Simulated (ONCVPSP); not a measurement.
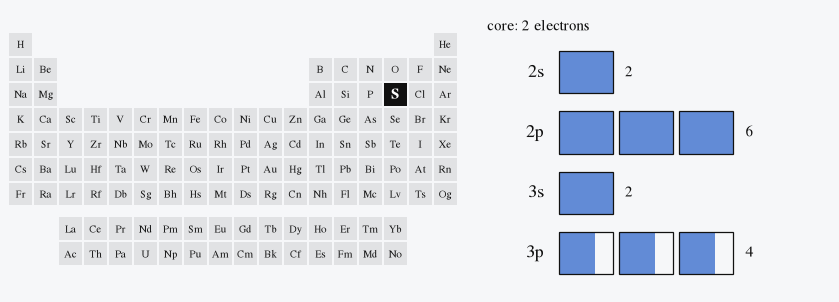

**Figure 1.** Left, the place of sulfur in the periodic table; right, the valence shells of the reference configuration: a box for each of the 2l + 1 orbitals, shaded by the share of the shell that is filled, with the electron count at the right.

## Pseudopotential generation, with input and output: S

- system: sulfur (S, Z = 16), core [He], reference valence 2s2 2p6 3s2 3p4, valence charge 14.
- method: ONCV potential, PBE, scalar-relativistic, made with ONCVPSP 4.0.1

**Input**
```
# ATOM AND REFERENCE CONFIGURATION
# atsym  z   nc   nv     iexc    psfile
  S 16.00    1    4        4      upf
#
#   n    l    f
    1    0    2.00
    2    0    2.00
    2    1    6.00
    3    0    2.00
    3    1    4.00
#
# PSEUDOPOTENTIAL AND OPTIMIZATION
# lmax
    2
#
#   l,   rc,      ep,       ncon, nbas, qcut
    0    0.65    0.00    4    7   24.20
    1    0.56    0.00    4    7   13.80
    2    0.65    0.25    4    8   15.50
#
# LOCAL POTENTIAL
# lloc, lpopt,  rc(5),   dvloc0
    4    5    0.45    0.00
#
# VANDERBILT-KLEINMAN-BYLANDER PROJECTORs
# l, nproj, debl
    0    2    0.50
    1    3    2.40
    2    2    2.20
#
# MODEL CORE CHARGE
# icmod, fcfact, rcfact
    1    0.15    0.00
#
# LOG DERIVATIVE ANALYSIS
# epsh1, epsh2, depsh
   -9.00    5.00    0.04
#
# OUTPUT GRID
# rlmax, drl
    6.00    0.01
#
# TEST CONFIGURATIONS
# ncnf
    4
# nvcnf
#   n    l    f
    4
    2    0    2.00
    2    1    6.00
    3    0    2.00
    3    1    3.00
#
    4
    2    0    2.00
    2    1    6.00
    3    0    2.00
    3    1    2.00
#
    4
    2    0    2.00
    2    1    6.00
    3    0    2.00
    3    1    1.00
#
    4
    2    0    2.00
    2    1    6.00
    3    0    1.00
    3    1    5.00
#
```

Run as:
```bash
oncvpsp.x < S.dat > S.out
```

**Output (extracts)**
```
ONCVPSP  (Optimized Norm-Conservinng Vanderbilt PSeudopotential)
scalar-relativistic version 4.0.1

#   n    l    f        energy (Ha)
    1    0    2.00    -8.8416530E+01
    2    0    2.00    -7.7801439E+00
    2    1    6.00    -5.7514782E+00
    3    0    2.00    -6.3416348E-01
    3    1    4.00    -2.5756665E-01

Reference configufation results
  iterations    24
  all-electron total energy (Ha)   -3.99045897D+02

Begin loop to  construct optimized pseudo wave functions
and semi-local pseudopoentials for all angular momenta

Calculating optimized projector #   1

 for l=   0

    Fraction of norm inside rc  0.821804
    Optimizing pswf for qcut=  24.23 a_B^-1,  ecut= 293.46 Ha
    Residual kinetic energy error=  6.03D-08 Ha

    Energy error per electron        Cutoff
         Ha          eV             Ha
         0.01000     0.27211      127.82
         0.00100     0.02721      169.78
         0.00010     0.00272      206.13
         0.00001     0.00027      237.13

Calculating optimized projector #   2

 for l=   0

    Fraction of norm inside rc  0.042274
    Optimizing pswf for qcut=  24.23 a_B^-1,  ecut= 293.46 Ha
    Residual kinetic energy error=  1.27D-08 Ha

    Energy error per electron        Cutoff
         Ha          eV             Ha
         0.01000     0.27211       86.33
         0.00100     0.02721      137.84
         0.00010     0.00272      176.91
         0.00001     0.00027      208.64

   Wellstate for l =  1  n =  4
     eigenvalue =   2.1424
     asymptotic potential =   2.6424
     half-point radius =  2.2627

Calculating optimized projector #   1

 for l=   1

    Fraction of norm inside rc  0.752745
    Optimizing pswf for qcut=  13.77 a_B^-1,  ecut=  94.80 Ha
    Residual kinetic energy error=  1.95D-01 Ha

    Energy error per electron        Cutoff
         Ha          eV             Ha
         0.01000     0.27211      408.22
         0.00100     0.02721      486.01
         0.00010     0.00272      674.41

Calculating optimized projector #   2

 for l=   1

    Fraction of norm inside rc  0.029555
    Optimizing pswf for qcut=  13.77 a_B^-1,  ecut=  94.80 Ha
    Residual kinetic energy error=  1.95D-02 Ha

    Energy error per electron        Cutoff
         Ha          eV             Ha
         0.01000     0.27211      105.80
         0.00100     0.02721      210.86
         0.00010     0.00272      550.89
         0.00001     0.00027      682.77

Calculating optimized projector #   3

 for l=   1

    Fraction of norm inside rc  0.024664
    Optimizing pswf for qcut=  13.77 a_B^-1,  ecut=  94.80 Ha
    Residual kinetic energy error=  2.46D-02 Ha

    Energy error per electron        Cutoff
         Ha          eV             Ha
         0.01000     0.27211      109.76
         0.00100     0.02721      218.55
         0.00010     0.00272      559.90
         0.00001     0.00027      703.58

   Wellstate for l =  2  n =  3
     eigenvalue =   0.2500
     asymptotic potential =   0.7500
     half-point radius =  5.6452

   Wellstate for l =  2  n =  4
     eigenvalue =   2.4500
     asymptotic potential =   2.9500
     half-point radius =  2.4341

Calculating optimized projector #   1

 for l=   2

    Fraction of norm inside rc  0.006243
    Optimizing pswf for qcut=  15.51 a_B^-1,  ecut= 120.28 Ha
    Residual kinetic energy error=  7.82D-06 Ha

    Energy error per electron        Cutoff
         Ha          eV             Ha
         0.01000     0.27211       22.78
         0.00100     0.02721       53.69
         0.00010     0.00272       88.50
         0.00001     0.00027      117.23

Calculating optimized projector #   2

 for l=   2

    Fraction of norm inside rc  0.036736
    Optimizing pswf for qcut=  15.51 a_B^-1,  ecut= 120.28 Ha
    Residual kinetic energy error=  6.46D-05 Ha

    Energy error per electron        Cutoff
         Ha          eV             Ha
         0.01000     0.27211       51.39
         0.00100     0.02721       86.75
         0.00010     0.00272      115.51
         0.00001     0.00027      193.32

Construct Vanderbilt / Kleinmman-Bylander projectors

B matrix Hermiticity error, ll=   0
   1   2    1.2761E-03

  Orthonormal projector coefficients  3.7954E+01  4.1399E+00

B matrix Hermiticity error, ll=   1
   1   2    7.8388E-04
   1   3   -1.1052E-03
   2   3    8.8672E-05

  Orthonormal projector coefficients -3.7146E+02 -2.8960E+01 -1.3107E+01

B matrix Hermiticity error, ll=   2
   1   2    1.7488E-05

  Orthonormal projector coefficients -5.6511E+01 -3.1282E+00

Model core correction analysis
  based on d2Exc/dn_idn_j

d2excae - all-electron derivatives

   -9.087188D-02   -8.176586D-02   -4.634071D-03   -2.443731D-03
   -8.183199D-02   -9.240983D-02   -4.690483D-03   -3.644798D-03
   -4.768129D-03   -4.796865D-03   -3.729053D-04   -2.185887D-04
   -2.539467D-03   -3.720615D-03   -2.182038D-04   -2.013654D-04

d2excps - pseudofunction derivatives with no core correction

   -8.642744D-02   -8.695232D-02   -4.421831D-03   -2.991793D-03
   -8.701732D-02   -9.411024D-02   -5.074893D-03   -3.731844D-03
   -4.555490D-03   -5.181221D-03   -3.638152D-04   -2.629633D-04
   -3.087468D-03   -3.807661D-03   -2.625786D-04   -2.084627D-04

rms 2nd derivative error    2.199961E-03

Polynomial model core charge

d2excps - pseudofunction derivatives with core correction

   -8.344809D-02   -8.565943D-02   -4.080398D-03   -2.879098D-03
   -8.572384D-02   -9.371456D-02   -4.913100D-03   -3.676812D-03
   -4.214236D-03   -5.019421D-03   -3.254650D-04   -2.500334D-04
   -2.974721D-03   -3.752618D-03   -2.496487D-04   -2.036188D-04

rms 2nd derivative error    2.348127E-03

Pseudoatom total energy -150.680071

Diagnostic tests using Vanderbilt-Kleinman-Bylander pseudopotentials
  1 or more projectors used as specified by nproj input data

   l    rcore       rmatch      e in        delta e   norm test  slope test

   0   0.6535698   0.6734136  -7.7801439  -0.0000167   1.0002574   1.0003024
   0   0.6535698   0.6734136  -0.6341635   0.0000595   1.0002147   1.0001600

   1   0.5627849   0.5798723  -5.7514782  -0.0002232   1.0002534   1.0003468
   1   0.5627849   0.5798723  -0.2575667   0.0000452   0.9946400   1.0002615
   1   0.5627849   0.5798723   2.1424333   0.0000131   1.0007051   1.0007051

   2   0.6535698   0.6734136   0.2500000   0.0000562   1.0002328   1.0002328
   2   0.6535698   0.6734136   2.4500000   0.0000869   1.0002949   1.0002949

 Testing for bound ghosts
   n   l    E NL Schr. Eq   E Basis Diag.   E Cutoff

   1   0       -7.780161       -7.779622    441.46
   2   0       -0.634104        0.308548    441.46

       1                       -6.563842    954.71  WARNING - GHOST(-)
   2   1       -5.751701       -5.745349    954.71
   3   1       -0.257521        1.763377    954.71

 Testing for highly-localized positive-energy ghosts
       l    <radius>/rc     E Basis Diag.   E Cutoff

       1        0.748932      225.219629    954.71  WARNING - GHOST(+)

Test configuration 0

   n   l     f        eae           eps        diff
   1   0  2.0000  -88.41652986
   2   0  2.0000   -7.78014389   -7.78016059   -1.67D-05
   2   1  6.0000   -5.75147815   -5.75170135   -2.23D-04
   3   0  2.0000   -0.63416348   -0.63410398    5.95D-05
   3   1  4.0000   -0.25756665   -0.25752142    4.52D-05

    Total energies and differences
      AE_ref= -3.99045897D+02  AE_tst= -3.99045897D+02  dif=  0.00D+00
      PS_ref= -1.50680071D+02  PS_tst= -1.50680071D+02  dif= -2.84D-14
      PSP excitation error=  2.84D-14

Test configuration 1

   n   l     f        eae           eps        diff
   1   0  2.0000  -88.85691563
   2   0  2.0000   -8.21160838   -8.21153044    7.79D-05
   2   1  6.0000   -6.18387562   -6.18350996    3.66D-04
   3   0  2.0000   -1.01539259   -1.01531989    7.27D-05
   3   1  3.0000   -0.61723853   -0.61714650    9.20D-05

    Total energies and differences
      AE_ref= -3.99045897D+02  AE_tst= -3.98613400D+02  dif=  4.32D-01
      PS_ref= -1.50680071D+02  PS_tst= -1.50247609D+02  dif=  4.32D-01
      PSP excitation error=  3.50D-05

Test configuration 2

   n   l     f        eae           eps        diff
   1   0  2.0000  -89.38912480
   2   0  2.0000   -8.72563029   -8.72542459    2.06D-04
   2   1  6.0000   -6.69971000   -6.69829932    1.41D-03
   3   0  2.0000   -1.44776377   -1.44766897    9.48D-05
   3   1  2.0000   -1.02822291   -1.02803409    1.89D-04

    Total energies and differences
      AE_ref= -3.99045897D+02  AE_tst= -3.97794495D+02  dif=  1.25D+00
      PS_ref= -1.50680071D+02  PS_tst= -1.49428786D+02  dif=  1.25D+00
      PSP excitation error=  1.17D-04

Test configuration 3

   n   l     f        eae           eps        diff
   1   0  2.0000  -90.00433218
   2   0  2.0000   -9.31180095   -9.31139727    4.04D-04
   2   1  6.0000   -7.28871568   -7.28570638    3.01D-03
   3   0  2.0000   -1.91986780   -1.91972105    1.47D-04
   3   1  1.0000   -1.48007002   -1.47969360    3.76D-04

    Total energies and differences
      AE_ref= -3.99045897D+02  AE_tst= -3.96543479D+02  dif=  2.50D+00
      PS_ref= -1.50680071D+02  PS_tst= -1.48177968D+02  dif=  2.50D+00
      PSP excitation error=  3.14D-04

Test configuration 4

   n   l     f        eae           eps        diff
   1   0  2.0000  -88.47065181
   2   0  2.0000   -7.83313254   -7.83379865   -6.66D-04
   2   1  6.0000   -5.80395573   -5.80550602   -1.55D-03
   3   0  1.0000   -0.65900997   -0.65893997    7.00D-05
   3   1  5.0000   -0.27783898   -0.27780930    2.97D-05

    Total energies and differences
      AE_ref= -3.99045897D+02  AE_tst= -3.98666981D+02  dif=  3.79D-01
      PS_ref= -1.50680071D+02  PS_tst= -1.50301173D+02  dif=  3.79D-01
      PSP excitation error=  1.74D-05
```

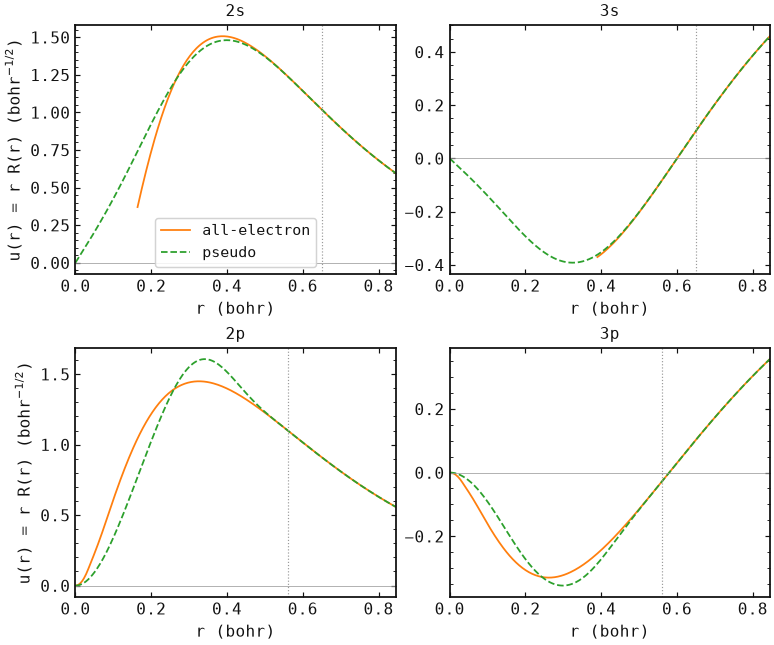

**Figure 2.** Partial waves u(r) = r R(r), all-electron (solid) and pseudo (dashed). Dotted lines mark the matching radii. The innermost oscillations of some all-electron curves aren't drawn. Pseudo-waves: 2s has no node; 3s has a node at about 0.6 bohr; 2p has no node; 3p has a node at about 0.6 bohr. A node in 3s and 3p is expected, since a lower shell of the same l is also in the valence and the two must stay orthogonal.

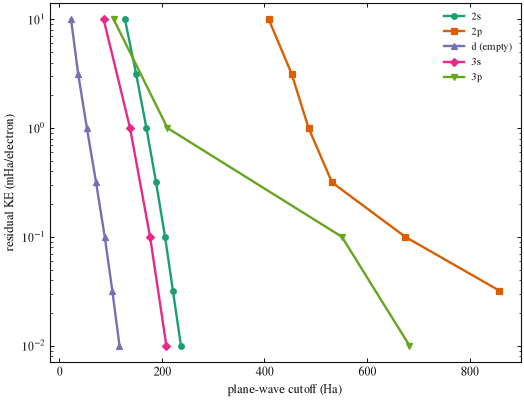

**Figure 3.** Residual kinetic energy of the pseudo-waves (the first of each channel, and further valence shells) beyond the plane-wave cutoff, as the generator prints it.

- Cutoffs for 1 mHa per electron: 2p: 486 Ha; 3p: 211 Ha; 2s: 170 Ha; 3s: 138 Ha; d (empty): 54 Ha.
- Hardest wave at 1 mHa per electron: 2p, with rc = 0.56 bohr and qcut = 13.8 1/bohr. The optimisation minimises, but can't always remove, the kinetic energy above qcut²/2 = 95.2 Ha, and a larger rc would as a rule soften the wave at some cost in transferability.
- Cutoffs for the occupied states: 486 Ha for 1 mHa and 674 Ha for 0.1 mHa per electron. The first is set by 2p. The potential isn't sound: its ghost test gives GHOST(-) flagged for p at -178.6 eV; no localised positive-energy state flagged (flags above 300 eV left out).

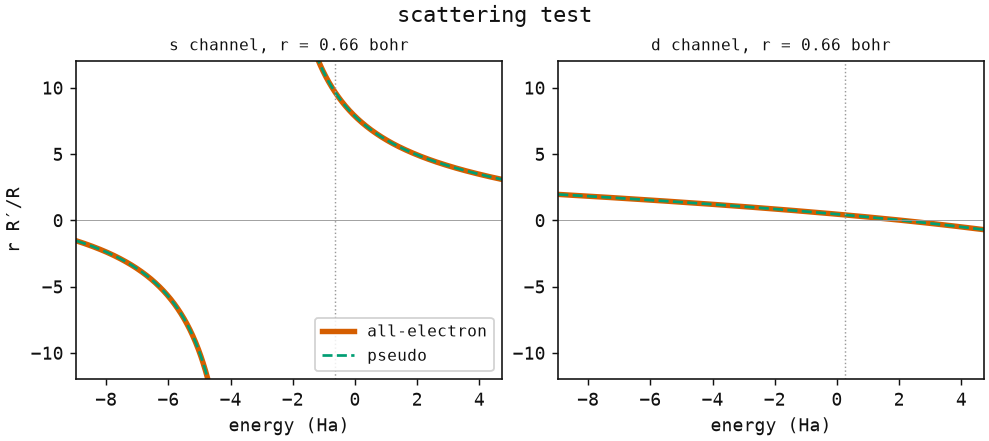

**Figure 4.** Logarithmic derivatives r R′/R at the test radius against energy, all-electron atom (solid) and pseudo-atom (dashed). Here R(r) is the radial function. The dotted line marks the reference energy of the channel. Not drawn: p: not judged, the stored energies step over a narrow level; f: not judged.

- Zeros of the logarithmic derivative: s: all-electron nowhere, pseudo nowhere; d: all-electron 2.0 Ha, pseudo 2.0 Ha.
- Poles, where the radial function vanishes at the test radius: s: all-electron at -3.2 Ha, pseudo at -3.2 Ha; d: all-electron at no energy in the range, pseudo at no energy in the range.

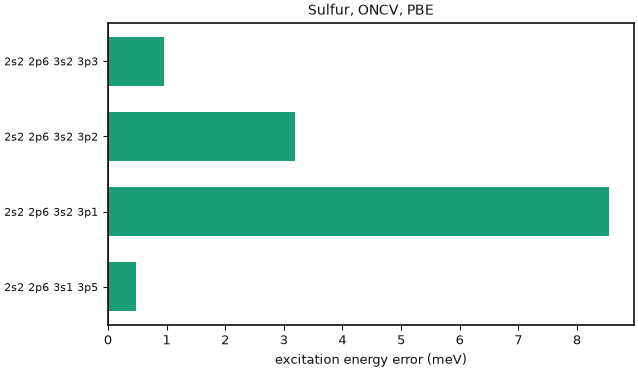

**Figure 5.** Errors, all-electron minus pseudo, of the energies of valence configurations relative to the unpolarised reference 2s2 2p6 3s2 3p4.

- Worst configuration: 2s2 2p6 3s2 3p1 (charge +3): the error is +8.5 meV on an all-electron energy of +68.09 eV relative to the reference, or 0.013 %.
- Configurations within 10 meV and within 50 meV: 4 and 4 of 4.
- Errors in meV: 2s2 2p6 3s2 3p3: +1.0; 2s2 2p6 3s2 3p2: +3.2; 2s2 2p6 3s2 3p1: +8.5; 2s2 2p6 3s1 3p5: +0.5.

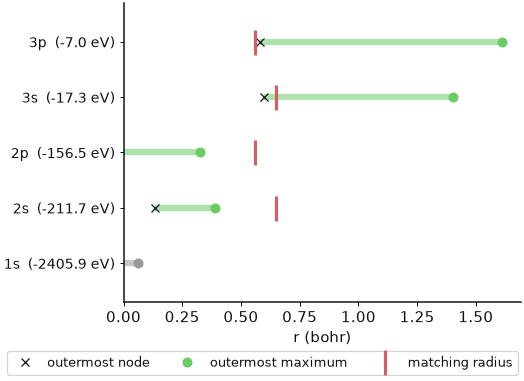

**Figure 6.** Outer shells of the all-electron reference atom: each bar runs from the outermost node (or the nucleus) to the outermost maximum of u(r); the tick is the radius chosen for the pseudo-wave. Shells without a tick have no pseudo-wave of their own. Levels, nodes and maxima are from ld1.x, scalar-relativistic.

- Radii against the shells: 2s: 0.65 bohr, outside the maximum; 2p: 0.56 bohr, outside the maximum; 3s: 0.65 bohr, between node and maximum; 3p: 0.56 bohr, inside the outermost node.

**Summary**

- outcome: generated, with a ghost state
- cutoffs needed: 486 Ha and 674 Ha (the cutoffs at which the residual kinetic energy of the hardest occupied pseudo-wave falls to 1 and 0.1 mHa per electron)
- ghost test: GHOST(-) flagged for p at -178.6 eV; no localised positive-energy state flagged (flags above 300 eV left out)
- largest excitation error: +8.5 meV (all-electron minus pseudo) for 2s2 2p6 3s2 3p1, out of 4 test configurations
- rms error of d²Exc/dni dnj: 2.20 mHa without and 2.35 mHa with the model core
- range over which the phases arctan(r R′/R) at the test radius agree within 0.05 rad (a looser test near the poles than one of phase shifts): s: over the whole range computed; d: over the whole range computed; p: not judged, the stored energies step over a narrow level; f: not judged, local potential alone
- hardware: 1 CPU thread, shared host
- wall time: 4.9 s

**Remarks**

The potential has a bound ghost state, so it can't be used as it stands.
